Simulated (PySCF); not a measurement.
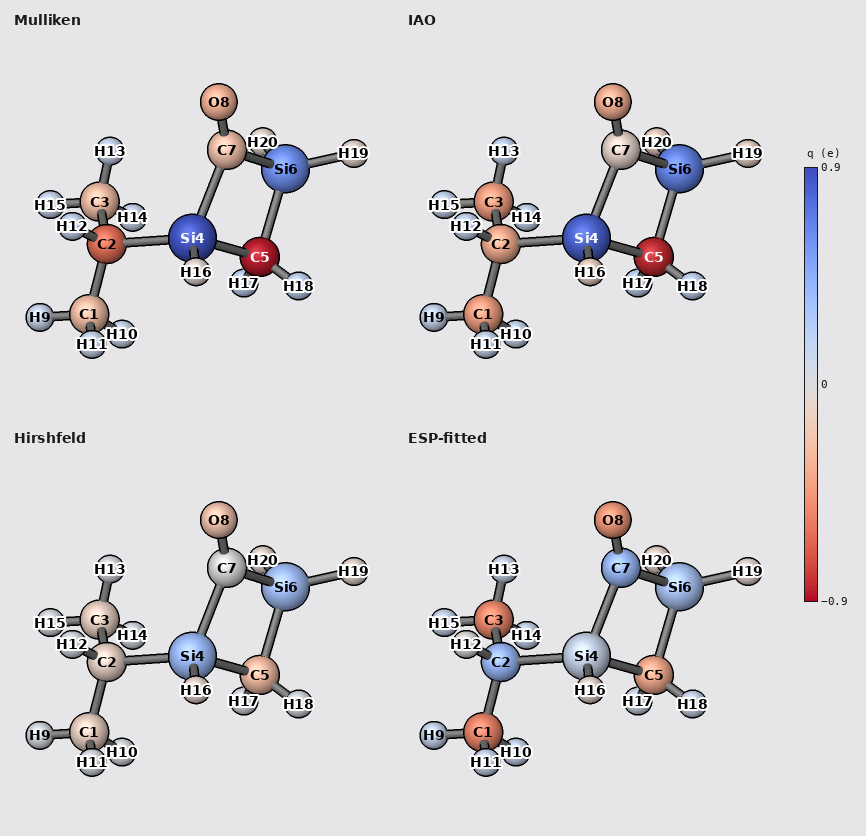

Atomic charges of one calculation by 4 schemes, on one colour scale. Computed geometry: GFN2-xTB optimisation. No frequency run is at hand to confirm it as a minimum. Level of theory: PBE0/pcSseg-1 (PySCF 2.14.0).

Question. On which atom do the schemes disagree most?

Answer. On C2 (from −0.61 to 0.37 e).

List the charges (e), one line for each set of equivalent atoms.

| atom | Mulliken | IAO | Hirshfeld | ESP-fitted |
| --- | --- | --- | --- | --- |
| C1 | −0.24 | −0.41 | −0.12 | −0.53 |
| C2 | −0.61 | −0.35 | −0.10 | 0.37 |
| C3 | −0.24 | −0.41 | −0.12 | −0.51 |
| Si4 | 0.85 | 0.80 | 0.35 | 0.12 |
| C5 | −0.86 | −0.83 | −0.26 | −0.36 |
| Si6 | 0.60 | 0.65 | 0.32 | 0.27 |
| C7 | −0.23 | −0.08 | 0.00 | 0.36 |
| O8 | −0.31 | −0.34 | −0.22 | −0.45 |
| H9 | 0.12 | 0.14 | 0.04 | 0.13 |
| H10 | 0.11 | 0.13 | 0.04 | 0.14 |
| H11 | 0.12 | 0.14 | 0.04 | 0.12 |
| H12 | 0.15 | 0.14 | 0.04 | −0.01 |
| H13 | 0.13 | 0.14 | 0.04 | 0.11 |
| H14 | 0.12 | 0.13 | 0.04 | 0.13 |
| H15 | 0.12 | 0.14 | 0.04 | 0.13 |
| H16 | −0.04 | −0.11 | −0.07 | −0.06 |
| H17 | 0.17 | 0.16 | 0.03 | 0.09 |
| H18 | 0.17 | 0.17 | 0.04 | 0.11 |
| H19 | −0.06 | −0.10 | −0.07 | −0.07 |
| H20 | −0.06 | −0.11 | −0.07 | −0.08 |

The geometry is semi-empirical. Around Si such bond lengths and angles can be off by a tenth of an ångström or more and by several degrees, and values that hang on the shape move with them.
